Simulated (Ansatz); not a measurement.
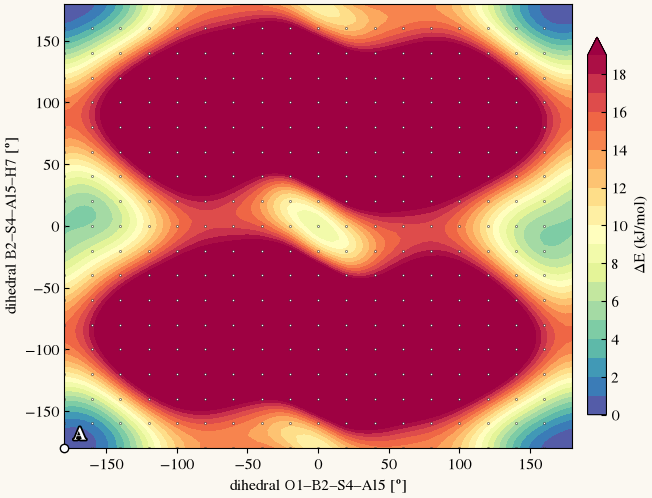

AlBFH₃OS, SMILES OB(F)[S][AlH2]. First axis: dihedral O1–B2–S4–Al5. Second axis: dihedral B2–S4–Al5–H7. Nothing is relaxed (all other coordinates rigid). The scan uses an 18 × 18 grid; 308 points were computed and 16 follow by symmetry. Points are written as (first, second). All energies are given in kJ/mol relative to the lowest grid point. These are results of RKS PBE0-D4/def2-SVP in Ansatz 0.2.0, not measurements.

Drawn: filled contours, dots at the grid points, one colour for all values above the top of the scale, the well A. Between grid points the surface is interpolated.

Estimate the position of the minimum and the force constants in these coordinates. Take the well at A.

Answer. The interpolated minimum is at dihedral O1–B2–S4–Al5 ≈ −180°, dihedral B2–S4–Al5–H7 ≈ −180°. The curvatures there are about 0.1 eV/rad² and 0.25 eV/rad², with a cross term of about −0.066 eV/rad². Round the minimum the valley is somewhat tilted: raising dihedral O1–B2–S4–Al5 shifts the best value of dihedral B2–S4–Al5–H7 upwards (coupling k₁₂/√(k₁₁k₂₂) about −0.4). (1 eV is 96.5 kJ/mol.)
